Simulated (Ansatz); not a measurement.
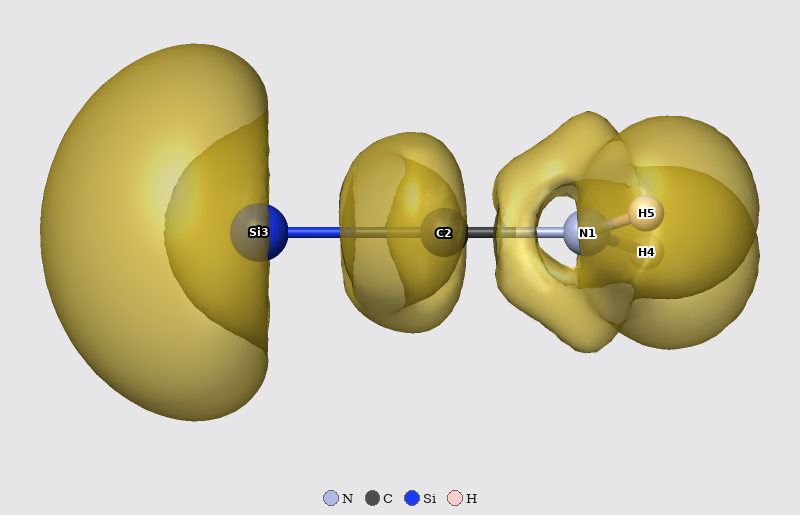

CH₂NSi (doublet). Isosurface of the ELF at 0.75 (yellow), seen from one side. Core shells and regions of very low density are left out.

Method: Ansatz 0.2.0, UKS B3LYP-D4/def2-SVP.

The calculation's input:

```
crystal:
  periodic: [false, false, false]
  atoms:
    - { symbol: "N", position_ang: [-0.40322, 0.43535, -0.29104] }
    - { symbol: C, position_ang: [0.39248, -0.46556, 0.28246] }
    - { symbol: Si, position_ang: [1.47447, -1.56805, 1.04831] }
    - { symbol: H, position_ang: [-1.07551, 0.18237, -1.00632] }
    - { symbol: H, position_ang: [-0.38823, 1.41588, -0.03342] }
magnetization:
  spin_polarized: true
  initial_magnetization: 1
basis:
  gaussian: { orbitals: def2-SVP }
hamiltonian:
  xc: b3lyp
  dispersion: d4
relax:
  f_tol: 0.02
  max_steps: 50
output:
  orbitals: {}
```

Command:

```sh
ansatz run input.yaml --threads 1 --pin off --max-ram 2048MiB --backend cpu --events-out ev --progress --plain --runs-dir out
```

The fields are those of the relaxed geometry.

Where are the electrons localised?

The ELF exceeds this value in one region between bonded C–Si atoms (shared pairs), one lobe on Si, pointing away from the bonds (non-bonding electrons) and one joined region spread over several atoms (H, N), in which their bonds and any lone pairs are merged. Profiles from the grid: C–N (1.31 Å): the ELF peaks at about 0.90 between the atoms; localised, covalent bonding. C–Si (1.70 Å): the ELF peaks at about 0.90 between the atoms; a covalent bond.
